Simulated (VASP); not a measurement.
Band structure of VSi (relaxed from the CsCl structure, space group Pm-3m). These are PBEsol GGA with spin-orbit coupling, VASP's PBE PAW potentials (set 64) (plane waves; VASP) values and carry that method's errors.

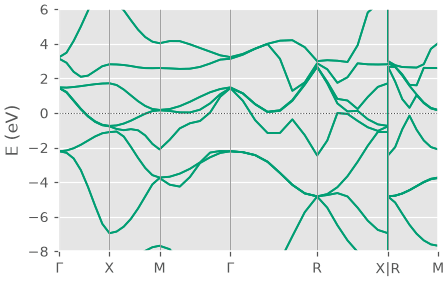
Figure: Bands along high-symmetry lines, zero at the valence-band maximum or, without a gap, the Fermi level

### Question
Read the plot: is there a gap, and where are the band edges?

### Answer
It has no gap at this level: it comes out as a metal or semimetal.

The structure was generated: VSi was put into the CsCl type (Pm-3m), which need not be its known phase. It was relaxed first.
